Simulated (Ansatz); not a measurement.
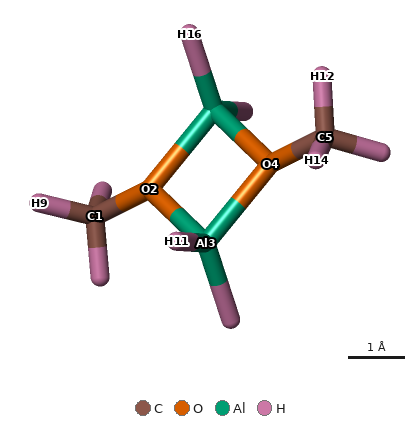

Figure 1. The structure as given in the input (stick view, seen at a tilt; atoms are numbered from 1 in the order of the input). Sticks mark near contacts. Bond lengths as drawn: Al–H 1.59 Å, Al–O 1.85 Å, C–H 1.09 Å and C–O 1.42 Å.

**Run report: C$_{2}$H$_{10}$Al$_{2}$O$_{2}$, single-point calculation**

- system: C$_{2}$H$_{10}$Al$_{2}$O$_{2}$
- method: RKS r2SCAN-d4/6-31G (Ansatz 0.2.0)

Some settings of this run were made unusual or wrong on purpose. The geometry comes from this level: PBE0-D4/def2-TZVP.

## What the program printed
```
Functional definition: r2SCAN
  name "r2SCAN"
  cite "Furness, Kaplan, Ning, Perdew & Sun, J. Phys. Chem. Lett. 11, 8208 (2020) doi:10.1021/acs.jpclett.0c02405"
  cite "Furness, Kaplan, Ning, Perdew & Sun, J. Phys. Chem. Lett. 11, 9248 (2020) doi:10.1021/acs.jpclett.0c03077"
  parent r2scan
  parameter k0 = 0.174
  parameter k1 = 0.065
  parameter a1 = 4.9479
  exchange = r2scan_x(k0 = k0, k1 = k1, a1 = a1)
  correlation = r2scan_c
1000 factors; integrals over basis functions are off by at most 1.9e-4 eV
mean field evaluation 1: about -19512.0478 eV, gradient 6.3e1 eV
mean field evaluation 2: about -19497.5831 eV, gradient 1.1e2 eV
mean field evaluation 4: about -19519.9619 eV, gradient 4.2e0 eV
mean field evaluation 8: about -19461.1142 eV, gradient 3.7e1 eV
mean field evaluation 16: about -19465.0251 eV, gradient 1.0e-2 eV
mean field -19465.02510334 eV, -715.3264786797 hartree, gradient 3.9e-5 eV, S^2 0.000000; 0 other end points of the search recorded, 0 dependent functions left out
reference -19465.02517940 eV, -715.3264814751 hartree; 32, 32 occupied and 50, 50 virtual orbitals, 1000 factors
Total energy: -19465.02517940 eV, -715.3264814751 hartree
```

This output came from the following input.

## The input
```yaml
crystal:
  periodic: [false, false, false]
  atoms:
    - {symbol: C, position_ang: [-0.290126, -1.026818, 2.348111]}
    - {symbol: O, position_ang: [0.028675, -0.328169, 1.156961]}
    - {symbol: Al, position_ang: [0.983770, -0.951117, -0.293889]}
    - {symbol: O, position_ang: [-0.028699, 0.327900, -1.156834]}
    - {symbol: C, position_ang: [0.290308, 1.026425, -2.348041]}
    - {symbol: Al, position_ang: [-0.983681, 0.950935, 0.294092]}
    - {symbol: H, position_ang: [-1.337127, -0.858527, 2.611016]}
    - {symbol: H, position_ang: [-0.138948, -2.099413, 2.204289]}
    - {symbol: H, position_ang: [0.346540, -0.678779, 3.164200]}
    - {symbol: H, position_ang: [0.552960, -2.453707, -0.575537]}
    - {symbol: H, position_ang: [2.507491, -0.505042, -0.338160]}
    - {symbol: H, position_ang: [0.091722, 2.093149, -2.220445]}
    - {symbol: H, position_ang: [-0.311764, 0.644256, -3.174935]}
    - {symbol: H, position_ang: [1.349446, 0.898934, -2.583963]}
    - {symbol: H, position_ang: [-2.507838, 0.506437, 0.337913]}
    - {symbol: H, position_ang: [-0.552739, 2.453525, 0.575230]}
basis:
  gaussian: {orbitals: 6-31G, final_grid: {core_spheres: 1, valence_spheres: 1, degree: 3}}
hamiltonian: {xc: {name: r2SCAN}}
```

Command:
```bash
ansatz run in.yaml --threads 4 --pin off --events-out ev --progress --plain --max-ram 11315MiB
```

## What the run reported

```json
{"quantity": "outcome", "value": "converged"}
{"quantity": "total energy", "value": "−19465.0252 eV"}
{"quantity": "SCF solution under orbital rotations", "value": "stable"}
{"quantity": "hardware", "value": "4 threads of Arm Neoverse V2, 23 GiB of memory available, shared host"}
{"quantity": "wall time", "value": "0.95 s (CPU time 2.8 s)"}
{"quantity": "peak memory", "value": "0.59 GiB"}
```

A setting was made wrong on purpose: grid. The program still converged, but the numbers can't be taken as results for the intended system.
